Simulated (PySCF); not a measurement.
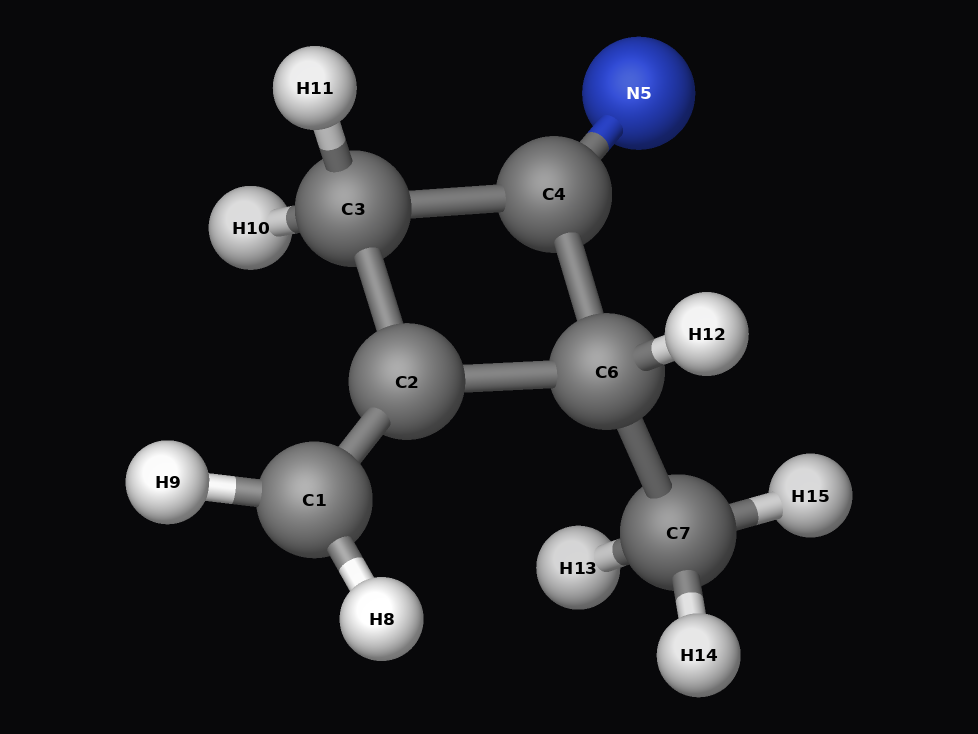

The species is neutral and a spin doublet. The geometry was computed by an optimisation with GFN2-xTB. No frequency run is at hand to confirm it as a minimum. Level of theory: UKS B3LYP, pcH-1 on C H N, non-relativistic (PySCF 2.14.0). Fermi-contact and spin-dipolar terms alone, no spin-orbit part.

Question: Which nucleus has the largest dipolar (anisotropic) hyperfine coupling?

Answer: 14N at N5: principal values −42.0, −32.9, 74.9 MHz.

List the isotropic and dipolar parts for the most strongly coupled nuclei, one of each equivalent set.

| atom | isotope | a_iso (MHz) | dipolar part (MHz) |
| --- | --- | --- | --- |
| N5 | 14N | 19.4 | −42.0, −32.9, 74.9 |
| C6 | 13C | 115.7 | −16.3, −15.7, 32.0 |
| C3 | 13C | 119.9 | −14.0, −13.4, 27.4 |
| C4 | 13C | −75.8 | −14.8, −3.4, 18.2 |
| H12 | 1H | −10.6 | −7.8, −1.6, 9.4 |
| H11 | 1H | −11.2 | −7.0, −1.7, 8.7 |
| H10 | 1H | −11.0 | −7.1, −1.6, 8.6 |
| H15 | 1H | 0.6 | −3.1, −1.6, 4.7 |
